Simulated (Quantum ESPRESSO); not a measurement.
# How the plane-wave cutoff moves the magnetism of MnGaGe

Two starts of MnGaGe are run at each rung of the plane-wave cutoff.

Program: Quantum ESPRESSO 7.5. Level of theory: LDA; plane waves with GBRV 1.5 LDA potentials, no spin-orbit coupling (settings of the first rung). Results are calculated unless marked as measured.

## 1. The structure

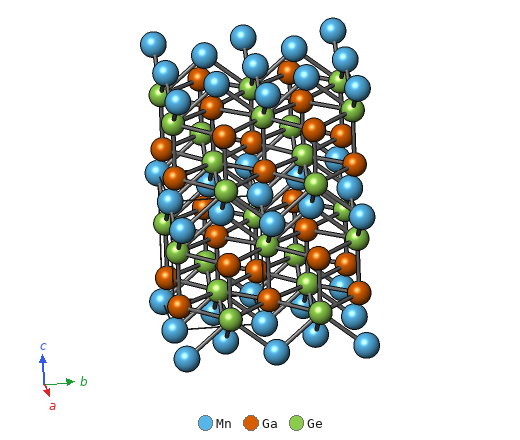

Start, viewed slightly off an axis; manganese blue, gallium orange, germanium green. 2×2×2 cells are drawn. Some periodic images of atoms are drawn too.

As a file:

```cif
data_structure
_symmetry_space_group_name_H-M 'P4/nmm:1'
_symmetry_Int_Tables_number 129
_cell_length_a 3.9460
_cell_length_b 3.9460
_cell_length_c 5.9109
_cell_angle_alpha 90.000
_cell_angle_beta 90.000
_cell_angle_gamma 90.000
_cell_volume 92.04
loop_
_atom_site_label
_atom_site_type_symbol
_atom_site_symmetry_multiplicity
_atom_site_Wyckoff_symbol
_atom_site_fract_x
_atom_site_fract_y
_atom_site_fract_z
_atom_site_occupancy
Mn1 Mn 2 a 0.00000 0.00000 0.00000 1
Ga1 Ga 2 c 0.00000 0.50000 0.70377 1
Ge1 Ge 2 c 0.00000 0.50000 0.28095 1
```

The cell comes from Materials Project 2023-11-01, a database of computed structures, and need not be the stable phase.

## 2. Rung 1, start ferro ++

pw.in

```
&CONTROL
  calculation = 'scf'
  prefix = 'pwscf'
  outdir = './tmp'
  pseudo_dir = './pseudo'
  disk_io = 'nowf'
/
&SYSTEM
  ibrav = 0
  celldm(1) = 8
  nat = 6
  ntyp = 3
  ecutwfc = 18
  ecutrho = 126
  nbnd = 64
  occupations = 'smearing'
  smearing = 'fd'
  degauss = 0.00367493
  nspin = 2
  starting_magnetization(1) = 0.2333
  starting_magnetization(2) = 0
  starting_magnetization(3) = 0
/
&ELECTRONS
  conv_thr = 1.2d-08
  electron_maxstep = 150
  mixing_beta = 0.3
/
ATOMIC_SPECIES
Mn     54.9380 mn_lda_v1.5.uspp.F.UPF
Ga     69.7230 ga_lda_v1.4.uspp.F.UPF
Ge     72.6300 ge_lda_v1.4.uspp.F.UPF
CELL_PARAMETERS alat
   0.9320972536937    0.0000000000000    0.0000000000000
   0.0000000000000    0.9320972536937    0.0000000000000
   0.0000000000000    0.0000000000000    1.3962435168725
ATOMIC_POSITIONS crystal
Mn      0.0000000000    0.0000000000    0.0000000000
Mn      0.5000000000    0.5000000000    0.0000000000
Ga      0.0000000000    0.5000000000    0.7037730000
Ga      0.5000000000    0.0000000000    0.2962270000
Ge      0.0000000000    0.5000000000    0.2809470000
Ge      0.5000000000    0.0000000000    0.7190530000
K_POINTS automatic
8 8 8 0 0 0
```

Started as:

```sh
OMP_NUM_THREADS=1 mpirun -n 4 pw.x -nk 4 -in pw.in > pw.out
```

The log of the run:

```text
Program PWSCF v.7.5 starts

     Message from routine setup:
     using ibrav=0 with symmetry is DISCOURAGED, use correct ibrav instead

     K-points division:     npool     =       4
     Subspace diagonalization in iterative solution of the eigenvalue problem:

     bravais-lattice index     =            0
     lattice parameter (alat)  =       8.0000  a.u.
     unit-cell volume          =     621.0886 (a.u.)^3
     number of atoms/cell      =            6
     number of atomic types    =            3
     number of electrons       =        96.00
     number of Kohn-Sham states=           64
     kinetic-energy cutoff     =      18.0000  Ry
     charge density cutoff     =     126.0000  Ry
     scf convergence threshold =      1.2E-08
     mixing beta               =       0.3000
     number of iterations used =            8  plain     mixing
     Exchange-correlation=  SLA  PZ   NOGX NOGC
                           (   1   1   0   0   0   0   0)

     celldm(1)=   8.000000  celldm(2)=   0.000000  celldm(3)=   0.000000
     celldm(4)=   0.000000  celldm(5)=   0.000000  celldm(6)=   0.000000

     crystal axes: (cart. coord. in units of alat)
               a(1) = (   0.932097   0.000000   0.000000 )
               a(2) = (   0.000000   0.932097   0.000000 )
               a(3) = (   0.000000   0.000000   1.396244 )

     reciprocal axes: (cart. coord. in units 2 pi/alat)
               b(1) = (  1.072849  0.000000  0.000000 )
               b(2) = (  0.000000  1.072849  0.000000 )
               b(3) = (  0.000000  0.000000  0.716207 )

     PseudoPot. # 1 for Mn read from file:
     mn_lda_v1.5.uspp.F.UPF
     Pseudo is Ultrasoft + core correction, Zval = 15.0

     PseudoPot. # 2 for Ga read from file:
     ga_lda_v1.4.uspp.F.UPF
     Pseudo is Ultrasoft + core correction, Zval = 19.0

     PseudoPot. # 3 for Ge read from file:
     ge_lda_v1.4.uspp.F.UPF
     Pseudo is Ultrasoft + core correction, Zval = 14.0

     atomic species   valence    mass     pseudopotential
     Mn               15.00    54.93800     Mn( 1.00)
     Ga               19.00    69.72300     Ga( 1.00)
     Ge               14.00    72.63000     Ge( 1.00)

     Starting magnetic structure
     atomic species   magnetization
     Mn              0.233
     Ga              0.000
     Ge              0.000

     16 Sym. Ops., with inversion, found ( 8 have fractional translation)

   Cartesian axes

     site n.     atom                  positions (alat units)
         1        Mn     tau(   1) = (   0.0000000   0.0000000   0.0000000  )
         2        Mn     tau(   2) = (   0.4660486   0.4660486   0.0000000  )
         3        Ga     tau(   3) = (   0.0000000   0.4660486   0.9826385  )
         4        Ga     tau(   4) = (   0.4660486   0.0000000   0.4136050  )
         5        Ge     tau(   5) = (   0.0000000   0.4660486   0.3922704  )
         6        Ge     tau(   6) = (   0.4660486   0.0000000   1.0039731  )

     number of k points=    75  Fermi-Dirac smearing, width (Ry)=  0.0037
                       cart. coord. in units 2pi/alat
        k(    1) = (   0.0000000   0.0000000   0.0000000), wk =   0.0019531
        k(    2) = (   0.0000000   0.0000000   0.0895259), wk =   0.0039062
        k(    3) = (   0.0000000   0.0000000   0.1790519), wk =   0.0039062
        k(    4) = (   0.0000000   0.0000000   0.2685778), wk =   0.0039062
        k(    5) = (   0.0000000   0.0000000  -0.3581037), wk =   0.0019531
        [... 70 further k-points ...]

     Dense  grid:    14823 G-vectors     FFT dimensions: (  30,  30,  40)

     Smooth grid:     6419 G-vectors     FFT dimensions: (  24,  24,  32)

     Check: negative core charge=   -0.000282
     Generating pointlists ...
     new r_m :   0.2513 (alat units)  2.0102 (a.u.) for type    1
     new r_m :   0.2435 (alat units)  1.9482 (a.u.) for type    2
     new r_m :   0.2435 (alat units)  1.9482 (a.u.) for type    3

     Initial potential from superposition of free atoms

     starting charge      92.9984, renormalised to      96.0000
     Starting wfcs are   68 randomized atomic wfcs

     Self-consistent Calculation

     iteration #  1     ecut=    18.00 Ry     beta= 0.30
     Davidson diagonalization with overlap
     ethr =  1.00E-02,  avg # of iterations =  4.5

     total energy              =   -1665.43107285 Ry
     estimated scf accuracy    <      17.03571806 Ry

     total magnetization       =     3.60 Bohr mag/cell
     absolute magnetization    =     3.96 Bohr mag/cell

     iteration #  2     ecut=    18.00 Ry     beta= 0.30
     Davidson diagonalization with overlap
     ethr =  1.00E-02,  avg # of iterations =  2.0

     total energy              =   -1665.85142695 Ry
     estimated scf accuracy    <      14.49522529 Ry

     total magnetization       =     1.22 Bohr mag/cell
     absolute magnetization    =     1.97 Bohr mag/cell

     [... further iterations left out ...]

     iteration # 14     ecut=    18.00 Ry     beta= 0.30
     Davidson diagonalization with overlap
     ethr =  8.43E-11,  avg # of iterations =  3.8

     total energy              =   -1668.23243008 Ry
     estimated scf accuracy    <       0.00000002 Ry

     total magnetization       =     3.25 Bohr mag/cell
     absolute magnetization    =     3.63 Bohr mag/cell

     iteration # 15     ecut=    18.00 Ry     beta= 0.30
     Davidson diagonalization with overlap
     ethr =  2.22E-11,  avg # of iterations =  2.0

     Magnetic moment per site  (integrated on atomic sphere of radius R)
     atom   1 (R=0.251)  charge= 13.5962  magn=  1.6453
     atom   2 (R=0.251)  charge= 13.5962  magn=  1.6453
     atom   3 (R=0.244)  charge= 17.2190  magn= -0.0124
     atom   4 (R=0.244)  charge= 17.2190  magn= -0.0124
     atom   5 (R=0.244)  charge= 12.0230  magn= -0.0413
     atom   6 (R=0.244)  charge= 12.0230  magn= -0.0413

     End of self-consistent calculation

     Number of k-points >= 100: set verbosity='high' to print the bands.

     the Fermi energy is    13.5072 ev

!    total energy              =   -1668.23243077 Ry
     estimated scf accuracy    <          1.1E-09 Ry
     smearing contrib. (-TS)   =      -0.00283539 Ry
     internal energy E=F+TS    =   -1668.22959538 Ry

     The total energy is F=E-TS. E is the sum of the following terms:
     one-electron contribution =   -1065.94028742 Ry
     hartree contribution      =     586.69750787 Ry
     xc contribution           =    -258.67800542 Ry
     ewald contribution        =    -930.30881041 Ry

     total magnetization       =     3.25 Bohr mag/cell
     absolute magnetization    =     3.63 Bohr mag/cell

     convergence has been achieved in  15 iterations

=------------------------------------------------------------------------------=
   JOB DONE.
=------------------------------------------------------------------------------=
```

The job ended after 52 s (4 MPI ranks of AMD EPYC 7R32 (Zen 2), shared host; peak memory 0.41 GiB).

Spin moment in the atom's sphere by atom:

```tsv
atom	spin moment in the atom's sphere (μB)
Mn1	1.65
Mn2	1.65
Ga3	-0.01
Ga4	-0.01
Ge5	-0.04
Ge6	-0.04
```

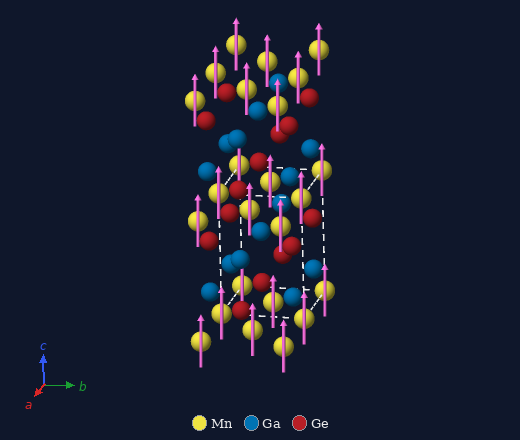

Spin moment in the atom's sphere as arrows, the longest 1.65 μB. Up and down stand for the sign. Arrows give size and sign along the axis of quantisation, drawn up and down the page. 2×1×2 cells are drawn. Some periodic images of atoms are drawn too.

This step gave:

```
magnetization : 3.246 μB
final state   : ferromagnetic
```

## 3. Rung 1, start antiferro +-

Edit pw.in of step 2 so:

```diff
@@ -11,6 +11,6 @@
   nat = 6
-  ntyp = 3
+  ntyp = 4
   ecutwfc = 18
   ecutrho = 126
-  nbnd = 64
+  nbnd = 60
   occupations = 'smearing'
@@ -20,4 +20,5 @@
   starting_magnetization(1) = 0.2333
-  starting_magnetization(2) = 0
+  starting_magnetization(2) = -0.2333
   starting_magnetization(3) = 0
+  starting_magnetization(4) = 0
 /
@@ -29,3 +30,4 @@
 ATOMIC_SPECIES
-Mn     54.9380 mn_lda_v1.5.uspp.F.UPF
+Mn1    54.9380 mn_lda_v1.5.uspp.F.UPF
+Mn2    54.9380 mn_lda_v1.5.uspp.F.UPF
 Ga     69.7230 ga_lda_v1.4.uspp.F.UPF
@@ -37,4 +39,4 @@
 ATOMIC_POSITIONS crystal
-Mn      0.0000000000    0.0000000000    0.0000000000
-Mn      0.5000000000    0.5000000000    0.0000000000
+Mn1     0.0000000000    0.0000000000    0.0000000000
+Mn2     0.5000000000    0.5000000000    0.0000000000
 Ga      0.0000000000    0.5000000000    0.7037730000
```

The log of the run:

```text
     [... lines left out ...]
Program PWSCF v.7.5 starts
     [... lines left out ...]
     number of atoms/cell      =            6
     [... lines left out ...]
     number of electrons       =        96.00
     number of Kohn-Sham states=           60
     kinetic-energy cutoff     =      18.0000  Ry
     charge density cutoff     =     126.0000  Ry
     scf convergence threshold =      1.2E-08
     [... lines left out ...]
      8 Sym. Ops. (no inversion) found
     [... lines left out ...]
     number of k points=    75  Fermi-Dirac smearing, width (Ry)=  0.0037
     [... lines left out ...]
     iteration # 18     ecut=    18.00 Ry     beta= 0.30
     [... lines left out ...]
     Magnetic moment per site  (integrated on atomic sphere of radius R)
     atom   1 (R=0.251)  charge= 13.5968  magn=  1.9035
     atom   2 (R=0.251)  charge= 13.5945  magn= -1.8985
     atom   3 (R=0.244)  charge= 17.2220  magn=  0.0000
     atom   4 (R=0.244)  charge= 17.2220  magn=  0.0000
     atom   5 (R=0.244)  charge= 12.0284  magn=  0.0000
     atom   6 (R=0.244)  charge= 12.0284  magn=  0.0000
     [... lines left out ...]
     the Fermi energy is    13.4542 ev
!    total energy              =   -1668.21674571 Ry
     estimated scf accuracy    <          7.0E-09 Ry
     smearing contrib. (-TS)   =      -0.00459463 Ry
     [... lines left out ...]
     total magnetization       =     0.00 Bohr mag/cell
     absolute magnetization    =     4.18 Bohr mag/cell
     convergence has been achieved in  18 iterations
```

Run time: 47 s. Hardware: 4 MPI ranks; peak memory 0.41 GiB; 3.1 min of CPU time.

Spin moment in the atom's sphere by atom:

```tsv
atom	spin moment in the atom's sphere (μB)
Mn1	1.90
Mn2	-1.90
Ga3	0.00
Ga4	0.00
Ge5	0.00
Ge6	0.00
```

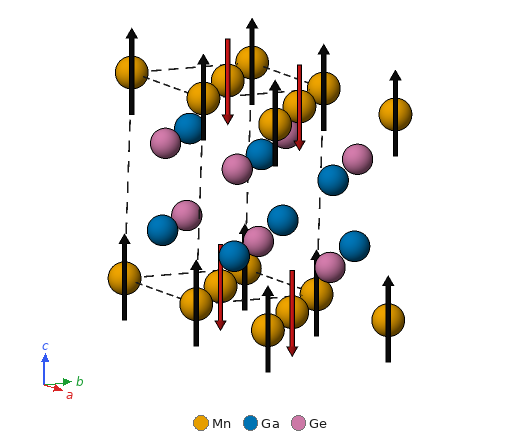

Spin moment in the atom's sphere as arrows, the longest 1.90 μB. Up and down stand for the sign. Arrows give size and sign along the axis of quantisation, drawn up and down the page. The two directions have two colours. 2×1×1 cells are drawn. Some periodic images of atoms are drawn too.

Numbers from this step:

- magnetization: 0.005 μB
- final state: antiferromagnetic

## 4. Rung 2, start ferro ++

Edit pw.in of step 3 so:

```diff
@@ -11,6 +11,6 @@
   nat = 6
-  ntyp = 4
-  ecutwfc = 18
-  ecutrho = 126
-  nbnd = 60
+  ntyp = 3
+  ecutwfc = 24
+  ecutrho = 168
+  nbnd = 64
   occupations = 'smearing'
@@ -20,5 +20,4 @@
   starting_magnetization(1) = 0.2333
-  starting_magnetization(2) = -0.2333
+  starting_magnetization(2) = 0
   starting_magnetization(3) = 0
-  starting_magnetization(4) = 0
 /
@@ -30,4 +29,3 @@
 ATOMIC_SPECIES
-Mn1    54.9380 mn_lda_v1.5.uspp.F.UPF
-Mn2    54.9380 mn_lda_v1.5.uspp.F.UPF
+Mn     54.9380 mn_lda_v1.5.uspp.F.UPF
 Ga     69.7230 ga_lda_v1.4.uspp.F.UPF
@@ -39,4 +37,4 @@
 ATOMIC_POSITIONS crystal
-Mn1     0.0000000000    0.0000000000    0.0000000000
-Mn2     0.5000000000    0.5000000000    0.0000000000
+Mn      0.0000000000    0.0000000000    0.0000000000
+Mn      0.5000000000    0.5000000000    0.0000000000
 Ga      0.0000000000    0.5000000000    0.7037730000
```

The log of the run:

```text
     [... lines left out ...]
Program PWSCF v.7.5 starts
     [... lines left out ...]
     number of atoms/cell      =            6
     [... lines left out ...]
     number of electrons       =        96.00
     number of Kohn-Sham states=           64
     kinetic-energy cutoff     =      24.0000  Ry
     charge density cutoff     =     168.0000  Ry
     scf convergence threshold =      1.2E-08
     [... lines left out ...]
     16 Sym. Ops., with inversion, found ( 8 have fractional translation)
     [... lines left out ...]
     number of k points=    75  Fermi-Dirac smearing, width (Ry)=  0.0037
     [... lines left out ...]
     iteration # 13     ecut=    24.00 Ry     beta= 0.30
     [... lines left out ...]
     Magnetic moment per site  (integrated on atomic sphere of radius R)
     atom   1 (R=0.251)  charge= 13.5253  magn=  2.1985
     atom   2 (R=0.251)  charge= 13.5253  magn=  2.1985
     atom   3 (R=0.244)  charge= 17.1743  magn= -0.0254
     atom   4 (R=0.244)  charge= 17.1743  magn= -0.0254
     atom   5 (R=0.244)  charge= 11.9581  magn= -0.0518
     atom   6 (R=0.244)  charge= 11.9581  magn= -0.0518
     [... lines left out ...]
     the Fermi energy is    13.6526 ev
!    total energy              =   -1677.37301814 Ry
     estimated scf accuracy    <       0.00000001 Ry
     smearing contrib. (-TS)   =      -0.00198247 Ry
     [... lines left out ...]
     total magnetization       =     4.32 Bohr mag/cell
     absolute magnetization    =     4.87 Bohr mag/cell
     convergence has been achieved in  13 iterations
```

The job ended after 52 s (4 MPI ranks; peak memory 0.53 GiB; 3.4 min of CPU time).

This step gave:

```yaml
magnetization: 4.322 μB
final_state: ferromagnetic
largest_moment: 2.199 μB
```

## 5. Rung 2, start antiferro +-

Edit pw.in of step 4 so:

```diff
@@ -11,6 +11,6 @@
   nat = 6
-  ntyp = 3
+  ntyp = 4
   ecutwfc = 24
   ecutrho = 168
-  nbnd = 64
+  nbnd = 60
   occupations = 'smearing'
@@ -20,4 +20,5 @@
   starting_magnetization(1) = 0.2333
-  starting_magnetization(2) = 0
+  starting_magnetization(2) = -0.2333
   starting_magnetization(3) = 0
+  starting_magnetization(4) = 0
 /
@@ -29,3 +30,4 @@
 ATOMIC_SPECIES
-Mn     54.9380 mn_lda_v1.5.uspp.F.UPF
+Mn1    54.9380 mn_lda_v1.5.uspp.F.UPF
+Mn2    54.9380 mn_lda_v1.5.uspp.F.UPF
 Ga     69.7230 ga_lda_v1.4.uspp.F.UPF
@@ -37,4 +39,4 @@
 ATOMIC_POSITIONS crystal
-Mn      0.0000000000    0.0000000000    0.0000000000
-Mn      0.5000000000    0.5000000000    0.0000000000
+Mn1     0.0000000000    0.0000000000    0.0000000000
+Mn2     0.5000000000    0.5000000000    0.0000000000
 Ga      0.0000000000    0.5000000000    0.7037730000
```

The log of the run:

```text
     [... lines left out ...]
Program PWSCF v.7.5 starts
     [... lines left out ...]
     number of atoms/cell      =            6
     [... lines left out ...]
     number of electrons       =        96.00
     number of Kohn-Sham states=           60
     kinetic-energy cutoff     =      24.0000  Ry
     charge density cutoff     =     168.0000  Ry
     scf convergence threshold =      1.2E-08
     [... lines left out ...]
      8 Sym. Ops. (no inversion) found
     [... lines left out ...]
     number of k points=    75  Fermi-Dirac smearing, width (Ry)=  0.0037
     [... lines left out ...]
     iteration # 14     ecut=    24.00 Ry     beta= 0.30
     [... lines left out ...]
     Magnetic moment per site  (integrated on atomic sphere of radius R)
     atom   1 (R=0.251)  charge= 13.5235  magn=  2.4359
     atom   2 (R=0.251)  charge= 13.5235  magn= -2.4360
     atom   3 (R=0.244)  charge= 17.1805  magn=  0.0000
     atom   4 (R=0.244)  charge= 17.1805  magn=  0.0000
     atom   5 (R=0.244)  charge= 11.9643  magn=  0.0000
     atom   6 (R=0.244)  charge= 11.9643  magn=  0.0000
     [... lines left out ...]
     the Fermi energy is    13.5855 ev
!    total energy              =   -1677.36102491 Ry
     estimated scf accuracy    <       0.00000001 Ry
     smearing contrib. (-TS)   =      -0.00229909 Ry
     [... lines left out ...]
     total magnetization       =    -0.00 Bohr mag/cell
     absolute magnetization    =     5.43 Bohr mag/cell
     convergence has been achieved in  14 iterations
```

The job ended after 50 s (4 MPI ranks; peak memory 0.52 GiB; 3.3 min of CPU time).

Numbers from this step:

```yaml
magnetization: 0 μB
final_state: antiferromagnetic
largest_moment: 2.436 μB
```

## 6. Rung 3, start ferro ++

Edit pw.in of step 5 so:

```diff
@@ -11,6 +11,6 @@
   nat = 6
-  ntyp = 4
-  ecutwfc = 24
-  ecutrho = 168
-  nbnd = 60
+  ntyp = 3
+  ecutwfc = 32
+  ecutrho = 224
+  nbnd = 64
   occupations = 'smearing'
@@ -20,5 +20,4 @@
   starting_magnetization(1) = 0.2333
-  starting_magnetization(2) = -0.2333
+  starting_magnetization(2) = 0
   starting_magnetization(3) = 0
-  starting_magnetization(4) = 0
 /
@@ -30,4 +29,3 @@
 ATOMIC_SPECIES
-Mn1    54.9380 mn_lda_v1.5.uspp.F.UPF
-Mn2    54.9380 mn_lda_v1.5.uspp.F.UPF
+Mn     54.9380 mn_lda_v1.5.uspp.F.UPF
 Ga     69.7230 ga_lda_v1.4.uspp.F.UPF
@@ -39,4 +37,4 @@
 ATOMIC_POSITIONS crystal
-Mn1     0.0000000000    0.0000000000    0.0000000000
-Mn2     0.5000000000    0.5000000000    0.0000000000
+Mn      0.0000000000    0.0000000000    0.0000000000
+Mn      0.5000000000    0.5000000000    0.0000000000
 Ga      0.0000000000    0.5000000000    0.7037730000
```

The log of the run:

```text
     [... lines left out ...]
Program PWSCF v.7.5 starts
     [... lines left out ...]
     number of atoms/cell      =            6
     [... lines left out ...]
     number of electrons       =        96.00
     number of Kohn-Sham states=           64
     kinetic-energy cutoff     =      32.0000  Ry
     charge density cutoff     =     224.0000  Ry
     scf convergence threshold =      1.2E-08
     [... lines left out ...]
     16 Sym. Ops., with inversion, found ( 8 have fractional translation)
     [... lines left out ...]
     number of k points=    75  Fermi-Dirac smearing, width (Ry)=  0.0037
     [... lines left out ...]
     iteration # 15     ecut=    32.00 Ry     beta= 0.30
     [... lines left out ...]
     Magnetic moment per site  (integrated on atomic sphere of radius R)
     atom   1 (R=0.251)  charge= 13.5191  magn=  2.0585
     atom   2 (R=0.251)  charge= 13.5191  magn=  2.0585
     atom   3 (R=0.244)  charge= 17.1716  magn= -0.0250
     atom   4 (R=0.244)  charge= 17.1716  magn= -0.0250
     atom   5 (R=0.244)  charge= 11.9492  magn= -0.0488
     atom   6 (R=0.244)  charge= 11.9492  magn= -0.0488
     [... lines left out ...]
     the Fermi energy is    13.7052 ev
!    total energy              =   -1678.50754512 Ry
     estimated scf accuracy    <          3.0E-09 Ry
     smearing contrib. (-TS)   =      -0.00234064 Ry
     [... lines left out ...]
     total magnetization       =     4.04 Bohr mag/cell
     absolute magnetization    =     4.56 Bohr mag/cell
     convergence has been achieved in  15 iterations
```

The job ended after 92 s (4 MPI ranks; peak memory 0.7 GiB; 6.1 min of CPU time).

Numbers from this step:

```
magnetization  : 4.042 μB
final state    : ferromagnetic
largest moment : 2.059 μB
```

(Part 1 of 2 ends here.)

[Logs and program files are shortened in this print: banners, set-up blocks, solver, clock and traceback lines can be left out without a mark of their own.]

[Logs are printed without paths, hosts, clocks, repeated set-up lines and the standing remarks that a program may print on its own settings, such as how far it seeks lower states.]

[Hosts, paths, dates, database ids (printed as entryN), source tags and the programs' standing remarks are cut or masked in the printed files.]

[Where a cell is said to come from a database of computed structures, the database is the Materials Project.]
